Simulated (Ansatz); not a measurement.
Cost and result by functional for the surface energy of the (211) surface of fcc Pb in its 1x1 cell, outermost plane spacing 1.03 Å in the ideal cut, in Ansatz (plane waves, PAW). Single points on the PBE structure, on one kind of machine; costs are rough ratios of the slab run's core time (references not counted) to the cheapest single point. r2SCAN's cost holds its higher cutoff (500 against 420 eV). Differences are taken against r2SCAN for comparison alone: no measured value is at hand, so the table doesn't rank accuracy.

Set-up: 11 atoms, 10.3 Å thick at the start (thin: gaps and levels are the slab's own); mesh 11x5x1; 0.1 eV smearing; dipole correction on; all atoms relaxed; held to the start's symmetry, so lower structures may exist; no spin, no spin-orbit, no U. These notes are the PBE run's.

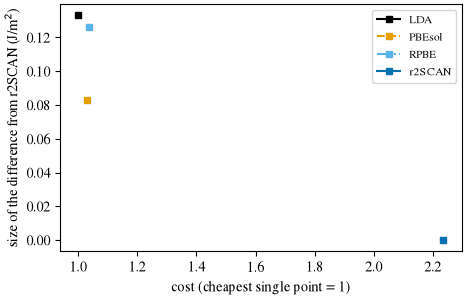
*Difference from r2SCAN against cost*

```tsv
functional	relative cost	surface energy (J/m²)	less r2SCAN (J/m²)
LDA	1	0.48	0.13
PBEsol	1	0.43	0.08
RPBE	1	0.22	-0.13
r2SCAN	2	0.34	0.00
PBE (the relaxed run's value)	–	0.32	-0.03
```

The values span 0.26 J/m², while the single points' costs differ by a factor of roughly 2. Differences are of unrounded values.

Ansatz is a first-principles code.
